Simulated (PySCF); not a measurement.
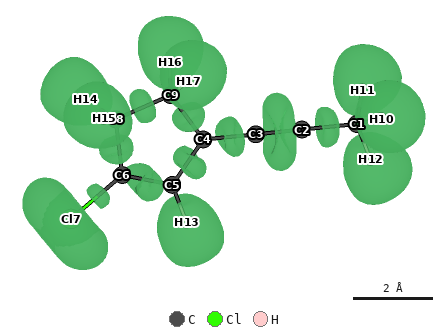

*C$_{8}$H$_{8}$Cl (doublet). Isosurface of the electron localisation function at 0.8 (green), seen at a tilt. Core shells and regions of very low density are left out.*

Geometry: GFN2-xTB.

The calculation used UKS B3LYP, pcH-1 on C Cl H, non-relativistic, mean-field spin-orbit, GIAO in PySCF 2.14.0, density-fitted response routines.

```xyz
17

C     3.3808   -1.4510    0.8923
C     2.0711   -0.9365    0.5731
C     0.9683   -0.5109    0.3049
C    -0.2829   -0.0190   -0.0046
C    -1.5096   -0.6393    0.2486
C    -2.5322    0.1474   -0.1960
Cl   -4.2001   -0.2041   -0.0958
C    -2.0394    1.4192   -0.8137
C    -0.5106    1.3077   -0.6834
H     3.8439   -0.8458    1.6738
H     4.0205   -1.4257    0.0086
H     3.3042   -2.4801    1.2442
H    -1.6192   -1.5966    0.7248
H    -2.3603    1.4993   -1.8555
H    -2.4349    2.2915   -0.2870
H    -0.0145    1.3334   -1.6564
H    -0.0920    2.1224   -0.0878
```

> Where are the electrons localised?

The ELF exceeds this value in eight regions between bonded C–C atoms (shared pairs), one region between bonded C–Cl atoms (shared pairs), eight regions around hydrogen nuclei and one ring or bowl of non-bonding electrons around Cl. Profiles from the grid: C–C (1.21 Å): the ELF peaks at about 0.85 between the atoms (a short, multiple covalent bond). C–Cl (1.71 Å): the ELF peaks at about 0.90 between the atoms; a covalent bond.
